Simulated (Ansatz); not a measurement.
# CH6ClNSi: what the fields show

Input file:

```
crystal:
  periodic: [false, false, false]
  atoms:
    - { symbol: Si, position_ang: [-0.985216, -0.504702, -0.854086] }
    - { symbol: Cl, position_ang: [-0.316224, -2.11209, -2.039014] }
    - { symbol: "N", position_ang: [0.454882, -0.177949, 0.00488] }
    - { symbol: C, position_ang: [0.762724, 0.785908, 1.015309] }
    - { symbol: H, position_ang: [1.187506, -0.830102, -0.288536] }
    - { symbol: H, position_ang: [-2.144521, -1.002265, -0.026266] }
    - { symbol: H, position_ang: [-1.477712, 0.602524, -1.752547] }
    - { symbol: H, position_ang: [-0.113666, 1.445119, 1.209406] }
    - { symbol: H, position_ang: [1.029629, 0.327201, 1.999658] }
    - { symbol: H, position_ang: [1.602497, 1.466256, 0.731195] }
magnetization:
  spin_polarized: true
basis:
  gaussian: { orbitals: def2-SVP }
hamiltonian:
  xc: lda
relax:
  f_tol: 0.03
  max_steps: 50
output:
  orbitals: {}
```

Run with:

```sh
ansatz run input.yaml --threads 2 --pin off --max-ram 3072MiB --backend cpu --events-out ev --progress --plain --runs-dir out
```

The fields are those of the relaxed geometry.

Method: UKS LDA/def2-SVP in Ansatz.

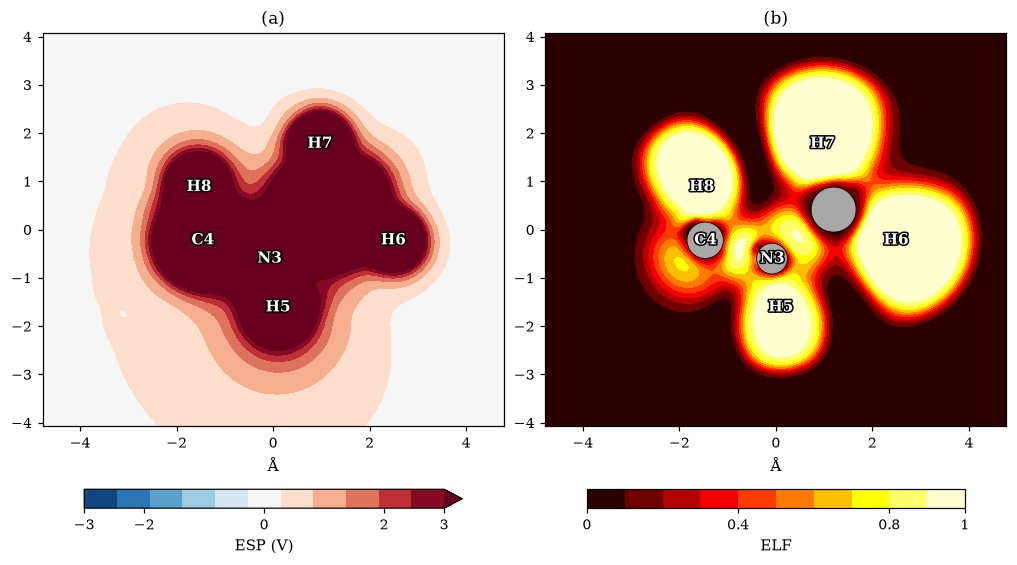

Figure 1. (a) molecular electrostatic potential; (b) ELF on the plane of atoms C4, N3 and H5. Grey discs cover the atomic cores in the ELF map.

Describe what can be read from this map.

The section cuts through N, C and H sites.
C–N (1.44 Å): the ELF peaks at about 0.90 between the atoms, as expected for a shared electron pair.
N–H (1.03 Å): the ELF climbs to about 1 towards the hydrogen, as it does in any bond to H; a covalent bond by its length.
C–H (1.11 Å): the ELF climbs to about 1 towards the hydrogen (an ordinary covalent bond to hydrogen).
The potential has no marked negative region in this plane.

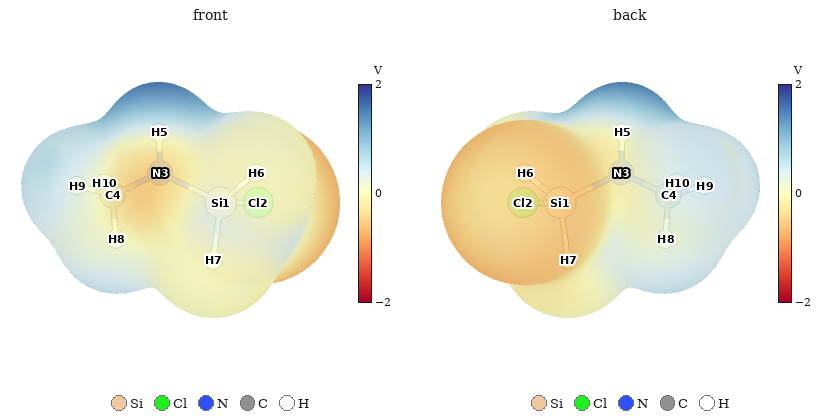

Figure 2. The molecular electrostatic potential painted on the density surface at 0.001 e/bohr³, seen from the front and from behind; the colour scale runs from red (negative) to blue (positive).

Which sites attract a positive test charge, and which a negative one?

A positive charge is drawn to the negative regions and a negative charge to the positive ones. The most negative region (about −0.6 V) lies over Cl2, the most positive (about +1.5 V) over H5.

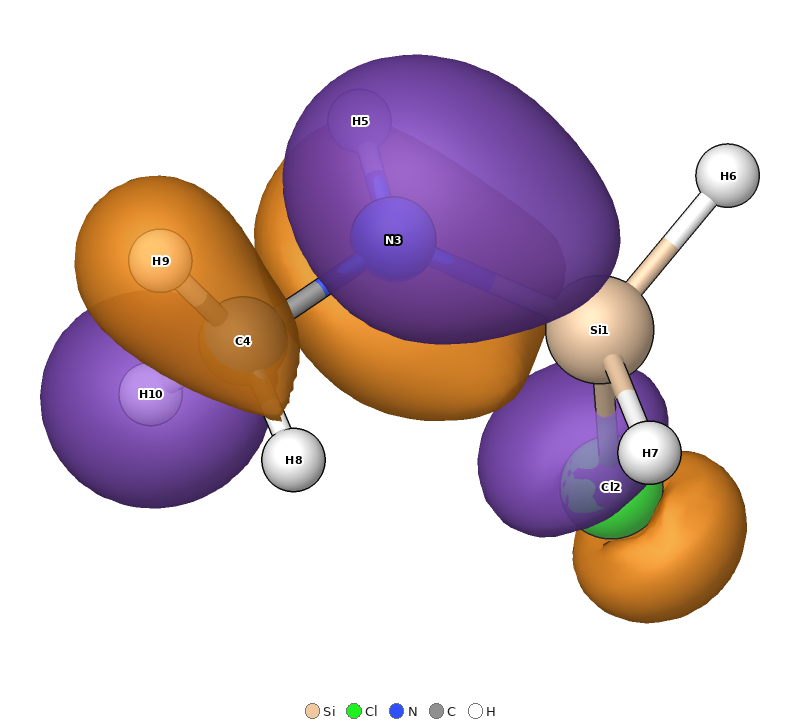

Figure 3. The HOMO at ±0.1 Å⁻³ᐟ² (orange and purple are the two phases), seen at a tilt.

Describe this orbital and give its energy.

It lies mainly on N3 (about 55 %), C4 (about 10 %), Cl2 (about 10 %) and H10 (about 5 %). Its energy is −5.80 eV.
